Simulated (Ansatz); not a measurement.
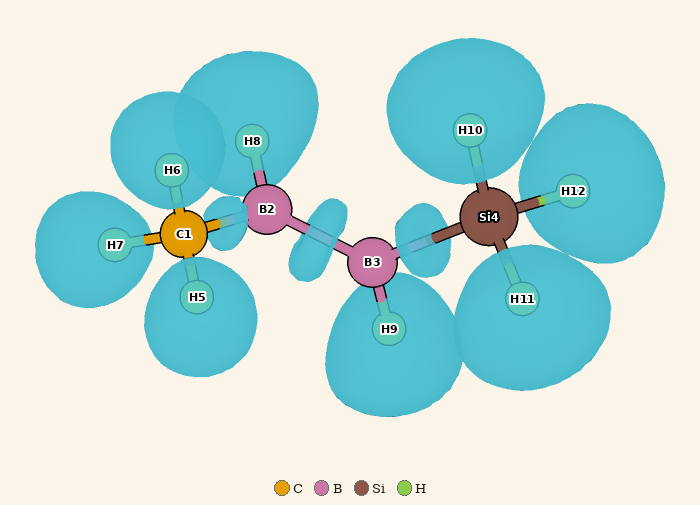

*CH8B2Si. Isosurface of the electron localisation function at 0.9 (cyan), seen from one side. Only the valence region is drawn (cores and ρ < 0.01 e/Å³ removed).*

All numbers below come from Ansatz, RKS B3LYP-D4/6-31G.

Input

```
crystal:
  periodic: [false, false, false]
  atoms:
    - { symbol: C, position_ang: [-0.7419, 2.076, -0.0407] }
    - { symbol: B, position_ang: [0.1018, 0.8353, -0.3203] }
    - { symbol: B, position_ang: [-0.3245, -0.6166, 0.353] }
    - { symbol: Si, position_ang: [0.8831, -2.1692, 0.0313] }
    - { symbol: H, position_ang: [-0.8094, 2.3345, 1.0171] }
    - { symbol: H, position_ang: [-0.3648, 3.0064, -0.5955] }
    - { symbol: H, position_ang: [-1.7968, 1.938, -0.4084] }
    - { symbol: H, position_ang: [1.0991, 0.9373, -1.0171] }
    - { symbol: H, position_ang: [-1.2411, -0.6895, 1.1007] }
    - { symbol: H, position_ang: [2.1788, -1.9208, 0.533] }
    - { symbol: H, position_ang: [0.2382, -3.3347, 0.7723] }
    - { symbol: H, position_ang: [0.8544, -2.4519, -1.3914] }
basis:
  gaussian: { orbitals: "6-31G" }
hamiltonian:
  xc: b3lyp
  dispersion: d4
relax:
  f_tol: 0.02
  max_steps: 50
output:
  orbitals: {}
```

Command:

```sh
ansatz run input.yaml --threads 1 --pin off --max-ram 2048MiB --backend cpu --events-out ev --progress --plain --runs-dir out
```

The fields are those of the relaxed geometry.

**Identify the bonds, lone pairs and shells in this picture.**

The surface consists of one region between bonded B–B atoms (shared pairs), one region between bonded B–C atoms (shared pairs), one region between bonded B–Si atoms (shared pairs) and eight regions around hydrogen nuclei.

Values along the shortest contacts:
C–B (1.58 Å): the ELF peaks at about 0.95 between the atoms, as expected for a covalent bond. B–B (1.63 Å): the ELF peaks at about 1 between the atoms; localised, covalent bonding.
